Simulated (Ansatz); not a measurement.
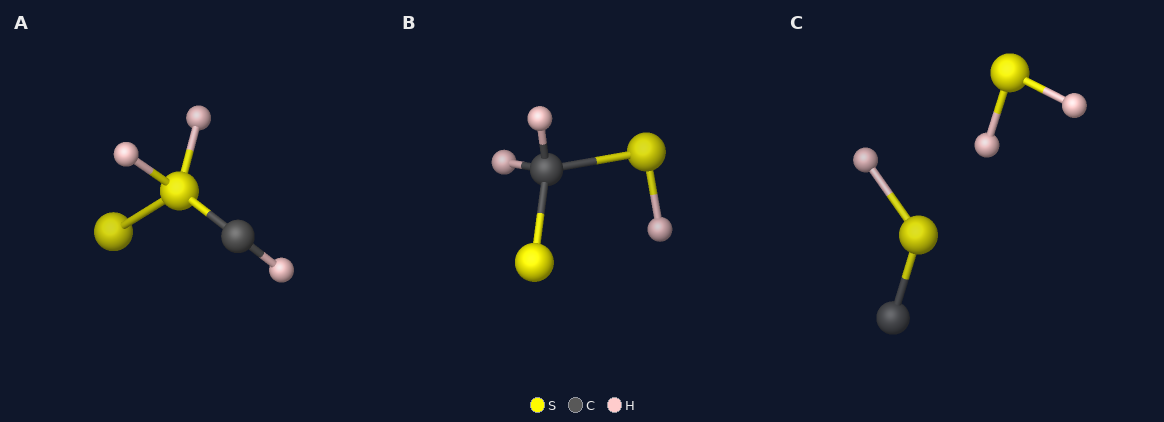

3 stationary structures of one formula. The species has charge −1 and is a spin singlet. Geometries: PBE0-D4/def2-TZVPD. Electronic energies: B3LYP-D4/def2-TZVPPD (Ansatz 0.2.0), without zero-point energy. No frequency run is at hand to confirm each as a minimum.

> Which is lowest in energy, and by how much?

B is lowest (C1); C lies 96.1 kcal/mol above it, A lies 104.8 kcal/mol above it (C1).
